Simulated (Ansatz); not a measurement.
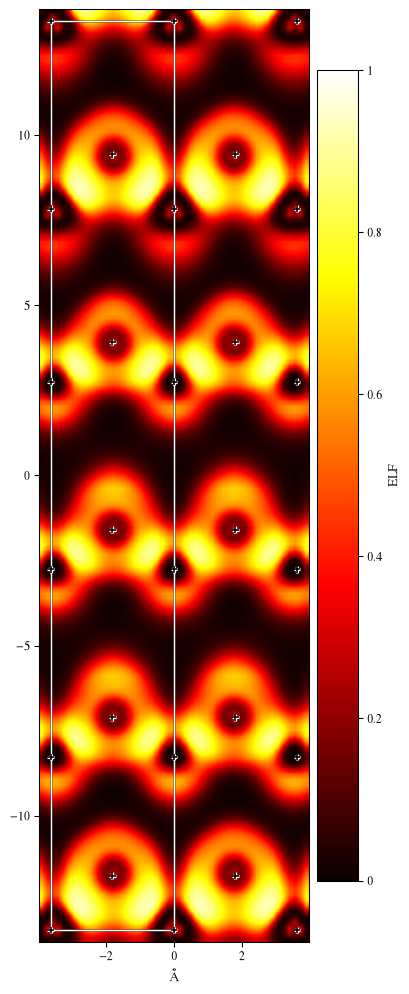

The electron localisation function on a plane through atoms (crosses mark nuclei in the plane).

Computed with DFT PBE, scalar-relativistic, plane waves, PAW (Ansatz 0.2.0).

Candidates:
A. Al2GaAs3, a = 4.06 Å, b = 4.06 Å, c = 17.20 Å, α = 90.00°, β = 90.00°, γ = 90.00°. Space group I-4m2; a structure generated by program, which may or may not match a known phase.
B. Al2B3As5, a = 3.62 Å, b = 3.62 Å, c = 26.71 Å, α = 90.00°, β = 90.00°, γ = 90.00°. Space group I-4m2; a structure generated by program, which may or may not match a known phase.
C. Ti2Ge6Mo, a = 4.74 Å, b = 8.48 Å, c = 14.28 Å, α = 90.00°, β = 90.00°, γ = 90.00°. Space group Fmmm; a structure generated by program, which may or may not match a known phase; computed without spin polarisation.

Which system is this?

Answer. Candidate B: Al2B3As5 on the (010) plane of the conventional cell, which holds Al, B and As. B–As (2.15 Å): the ELF peaks at about 0.90 between the atoms; a covalent bond. Al–As (2.41 Å): the ELF peaks at about 0.95 between the atoms; a shared electron pair.
